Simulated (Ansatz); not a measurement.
**doublet CH6Ge+: levels of theory compared**

We compute a comparison of 4 runs (UB3LYP/def2-SVPD, UBHLYP/def2-SVPD, UCCSD/def2-SVPD, UCCSD(T)/def2-SVPD) of doublet CH6Ge+. 

The results are computed with Ansatz 0.2.0.

28 further runs of the same task are left out: 28 set aside as unsound or not needed.

### 1 The structure to begin with

CH6Ge+ has 8 atoms, charge +1, and is taken as a doublet. As SMILES of the parent species, `[CH3][GeH3]`. Geometry: relaxed at PBE0-D4/def2-TZVP. That shape belongs to the parent species and isn't relaxed for this state.

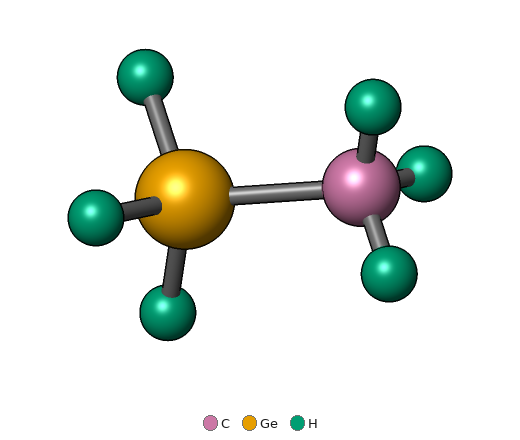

Viewed from a chosen angle; carbon pink, germanium amber, hydrogen teal.

### 2 The energy at UB3LYP/def2-SVPD (run 1)

run.yaml

```yaml
crystal:
  periodic: [false, false, false]
  atoms:
    - symbol: C
      position_ang: [-0.310900, 0.190300, -0.971400]
    - symbol: Ge
      position_ang: [0.296900, -0.181900, 0.846700]
    - symbol: H
      position_ang: [-1.380100, 0.404200, -0.976500]
    - symbol: H
      position_ang: [0.218800, 1.052200, -1.378400]
    - symbol: H
      position_ang: [-0.124600, -0.669400, -1.616000]
    - symbol: H
      position_ang: [0.030700, 1.028200, 1.760100]
    - symbol: H
      position_ang: [1.807100, -0.479600, 0.857700]
    - symbol: H
      position_ang: [-0.445700, -1.401200, 1.422100]
basis:
  gaussian: {orbitals: def2-SVPD}
total_charge: 1
magnetization: {spin_polarized: true, initial_magnetization: 1}
hamiltonian: {xc: {name: B3LYP}}
accuracy: high
output: {orbitals: {seedname: orbitals}}
```

Started as:

```console
$ ansatz run run.yaml --threads 1 --pin off --max-ram 3480MiB --events-out events.jsonl --progress --plain --runs-dir runs
```

The program printed:

```text
Warning: RAYON_NUM_THREADS=1 ignored (pool sized by the plan → 1); use --threads N
Functional definition: B3LYP
  name "B3LYP"
  parameter a0 = 0.2
  parameter ax = 0.72
  parameter ac = 0.81
  exchange = (1 - a0 - ax)*slater_x + ax*b88_x + a0*exact_x
  correlation = (1 - ac)*vwn_rpa_c + ac*lyp_c
2130 factors; integrals over basis functions are off by at most 4.4e-9 eV
mean field evaluation 1: about -57622.9740 eV, gradient 4.9e1 eV
mean field evaluation 2: about -57600.0767 eV, gradient 6.8e1 eV
mean field evaluation 4: about -57634.8621 eV, gradient 4.5e0 eV
mean field evaluation 8: about -57635.1144 eV, gradient 1.6e0 eV
mean field evaluation 16: about -57635.2982 eV, gradient 4.1e-1 eV
mean field evaluation 32: about -57635.2841 eV, gradient 4.2e-1 eV
mean field evaluation 64: about -57635.2085 eV, gradient 1.8e0 eV
mean field -57635.30334226 eV, -2118.0583312162 hartree, gradient 7.0e-8 eV, S^2 0.752960; 6 other end points of the search recorded, 0 dependent functions left out
reference -57635.30338477 eV, -2118.0583327786 hartree; 22, 21 occupied and 84, 85 virtual orbitals, 2130 factors
Total energy: -57635.30338477 eV, -2118.0583327786 hartree
```

Run time: 48 s. Hardware: 1 thread of Arm Neoverse V1, shared host; peak memory 0.48 GiB.

### 3 A single-point energy at UBHLYP/def2-SVPD (run 2)

in.yaml

```yaml
crystal:
  periodic: [false, false, false]
  atoms:
    - {symbol: C, position_ang: [-0.310900, 0.190300, -0.971400]}
    - {symbol: Ge, position_ang: [0.296900, -0.181900, 0.846700]}
    - {symbol: H, position_ang: [-1.380100, 0.404200, -0.976500]}
    - {symbol: H, position_ang: [0.218800, 1.052200, -1.378400]}
    - {symbol: H, position_ang: [-0.124600, -0.669400, -1.616000]}
    - {symbol: H, position_ang: [0.030700, 1.028200, 1.760100]}
    - {symbol: H, position_ang: [1.807100, -0.479600, 0.857700]}
    - {symbol: H, position_ang: [-0.445700, -1.401200, 1.422100]}
basis:
  gaussian:
    orbitals: def2-SVPD
total_charge: 1
magnetization:
  spin_polarized: true
  initial_magnetization: 1
hamiltonian:
  xc: {name: BHLYP}
accuracy: high
output: {orbitals: {seedname: orbitals}}
```

Started as:

```console
$ ansatz run in.yaml --threads 1 --pin off --max-ram 3480MiB --events-out events.jsonl --progress --plain --runs-dir runs
```

The program printed:

```text
Warning: RAYON_NUM_THREADS=1 ignored (pool sized by the plan → 1); use --threads N
Functional definition: BHLYP
  name "BHLYP"
  parameter a = 0.5
  exchange = (1 - a)*b88_x + a*exact_x
  correlation = lyp_c
2130 factors; integrals over basis functions are off by at most 4.4e-9 eV
mean field evaluation 1: about -57624.2181 eV, gradient 3.9e1 eV
mean field evaluation 2: about -57619.3739 eV, gradient 4.4e1 eV
mean field evaluation 4: about -57632.0193 eV, gradient 1.3e0 eV
mean field evaluation 8: about -57632.0930 eV, gradient 8.2e-1 eV
mean field evaluation 16: about -57632.5376 eV, gradient 8.9e-5 eV
mean field -57632.53756935 eV, -2117.9566909367 hartree, gradient 2.4e-8 eV, S^2 0.755151; 2 other end points of the search recorded, 0 dependent functions left out
reference -57632.53759843 eV, -2117.9566920052 hartree; 22, 21 occupied and 84, 85 virtual orbitals, 2130 factors
Total energy: -57632.53759843 eV, -2117.9566920052 hartree
```

It took 20 s on 1 thread of Arm Neoverse V1, shared host; peak memory 0.48 GiB.

Run 3 isn't shown in full; the table further down has it.

### 4 A single-point energy at UCCSD(T)/def2-SVPD (run 4)

input.yaml

```yaml
crystal:
  periodic: [false, false, false]
  atoms:
    - {symbol: C, position_ang: [-0.310900, 0.190300, -0.971400]}
    - {symbol: Ge, position_ang: [0.296900, -0.181900, 0.846700]}
    - {symbol: H, position_ang: [-1.380100, 0.404200, -0.976500]}
    - {symbol: H, position_ang: [0.218800, 1.052200, -1.378400]}
    - {symbol: H, position_ang: [-0.124600, -0.669400, -1.616000]}
    - {symbol: H, position_ang: [0.030700, 1.028200, 1.760100]}
    - {symbol: H, position_ang: [1.807100, -0.479600, 0.857700]}
    - {symbol: H, position_ang: [-0.445700, -1.401200, 1.422100]}
basis:
  gaussian: {orbitals: def2-SVPD}
total_charge: 1
magnetization: {spin_polarized: true, initial_magnetization: 1}
correlation: {method: ccsd_t, frozen_orbitals: {C: 1, Ge: 9, H: 0}}
accuracy: high
scf: {omitted_lower_state_checks: [cluster_reference, increment]}
```

Started as:

```console
$ ansatz run input.yaml --threads 1 --pin off --max-ram 3480MiB --events-out events.jsonl --progress --plain --runs-dir runs
```

The program printed:

```text
Warning: RAYON_NUM_THREADS=1 ignored (pool sized by the plan → 1); use --threads N
[... 15 lines left out ...]
10 core orbitals not correlated: weight in the atoms' cores, before any rotation towards them, 1.000 or more for the frozen orbitals, at most 0.000 for the correlated occupied ones
[... 31 lines left out ...]
Total energy: -57591.84446356 eV, -2116.4612468817 hartree
Checks for a lower state left out: cluster_reference, increment
```

Wall time 3 min (1 thread of Arm Neoverse V1, shared host); peak memory 1.6 GiB.

### 5 The series

```tsv
run	level	frozen core orbitals	energy (Eh)	⟨S²⟩	wall time
1	UB3LYP/def2-SVPD	–	-2118.058333	0.753	48 s
2	UBHLYP/def2-SVPD	–	-2117.956692	0.755	20 s
3	UCCSD/def2-SVPD	10	-2116.450439	0.760	2.2 min
4	UCCSD(T)/def2-SVPD	10	-2116.461247	0.760	3 min
```

### 6 What came out

| quantity | value |
| --- | --- |
| run 4: total energy | -2116.46125 Eh |
| run 4: correlation energy (10 core orbitals frozen) | -413.6 mEh |
| run 4: (T) correction | -10.81 mEh |
| run 4: ⟨S²⟩ of the reference determinant | 0.760 |
| run 4: T1 diagnostic | 0.013 |

**Reading.** Totals of different functionals can't be ranked against each other. All runs together took 6.3 min, the longest 3 min.
